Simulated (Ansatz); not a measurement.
## From B to In: the HOMO–LUMO gap

Gas-phase molecules, one atom swapped for its congeners: B(NH3)(OH)3; Ga(NH3)(OH)3; In(NH3)(OH)3. The Al member is missing. All are singlets with charge 0.

Shapes, held fixed at every level: PBE0-D4/def2-TZVP. Flexible molecules stand in one conformer, not always the lowest. Programs: Ansatz 0.2.0. Values in eV.

```json
{"level": "SPW92/def2-TZVPP", "B(NH3)(OH)3": "5.71", "Ga(NH3)(OH)3": "5.28", "In(NH3)(OH)3": "4.33"}
{"level": "PBE-D4/def2-TZVPP", "B(NH3)(OH)3": "5.62", "Ga(NH3)(OH)3": "5.20", "In(NH3)(OH)3": "4.36"}
{"level": "BHLYP-D4/def2-TZVPP", "B(NH3)(OH)3": "10.37", "Ga(NH3)(OH)3": "10.06", "In(NH3)(OH)3": "9.30"}
{"level": "PBE0-D4/def2-TZVPP", "B(NH3)(OH)3": "8.14", "Ga(NH3)(OH)3": "7.77", "In(NH3)(OH)3": "6.94"}
{"level": "r2SCAN0-D4/def2-TZVPP", "B(NH3)(OH)3": "8.93", "Ga(NH3)(OH)3": "8.48", "In(NH3)(OH)3": "7.43"}
{"level": "wB97X-V/def2-TZVPP", "B(NH3)(OH)3": "12.53", "Ga(NH3)(OH)3": "12.21", "In(NH3)(OH)3": "11.44"}
```

At wB97X-V/def2-TZVPP the HOMO–LUMO gap falls at every step, from 12.53 to 11.44 eV. Every level shows the same order. For atoms past krypton def2 sets carry core potentials with scalar relativity. Relativity is left out for Ga. Orbital gaps aren't excitation energies, and the LUMO depends on the basis.

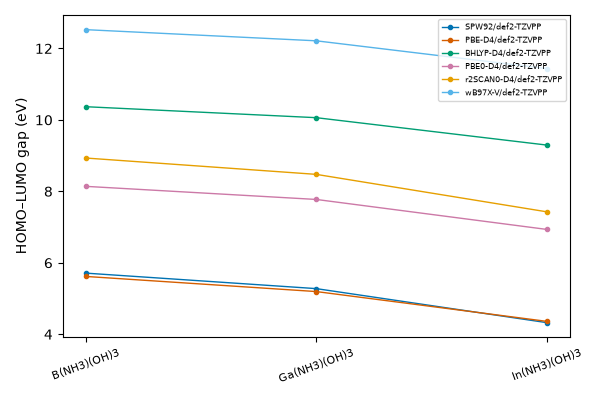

The trend along the series, level by level.
